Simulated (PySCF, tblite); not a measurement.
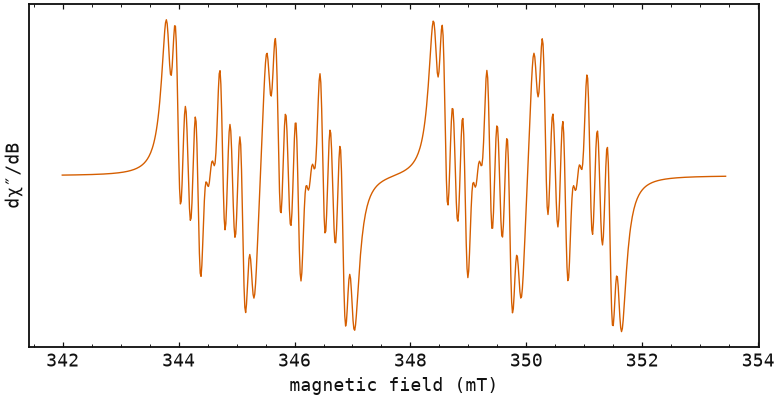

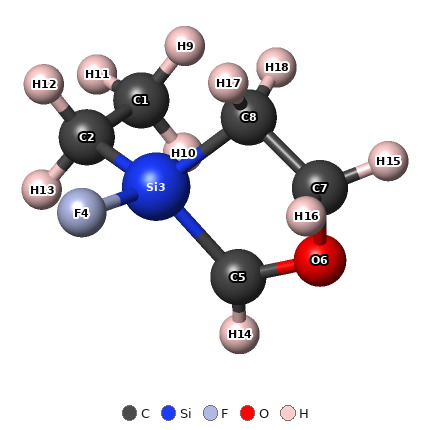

First-order isotropic EPR spectrum (fast tumbling, first derivative) of C₅H₁₀FOSi, SMILES CC[Si@@]1(F)[CH]OCC1, doublet at 9.75 GHz, Lorentzian lines of 0.23 mT full width at half height, from computed g and hyperfine couplings (B3LYP/pcH-1 in PySCF, at a GFN2-xTB geometry (a minimum by its frequencies), gas phase); values of one conformer, averaged over methyl-type rotors alone; other conformers aren't averaged in; no vibrational averaging; dilute isotopes left out. The SMILES is one Lewis form and needn't show where the spin sits.

**Which couplings does the calculation give? The spectrum shows the sizes of those above the line width, not their signs.**

```csv
nuclei,isotope,a (mT),a (MHz)
F4,¹⁹F,4.61,129.2
H14,¹H,−1.71,−48.0
H16,¹H,0.78,21.8
H18,¹H,0.34,9.5
H12,¹H,0.16,4.5
H17,¹H,0.14,3.8
H13,¹H,−0.02,−0.4
```

**What is the g value, and how wide is the spectrum?**

g_iso = 2.0034, which centres the spectrum at 347.7 mT; it spans 7.8 mT.

Caveats: the tight-binding geometry is rougher than a DFT one and adds to the error.
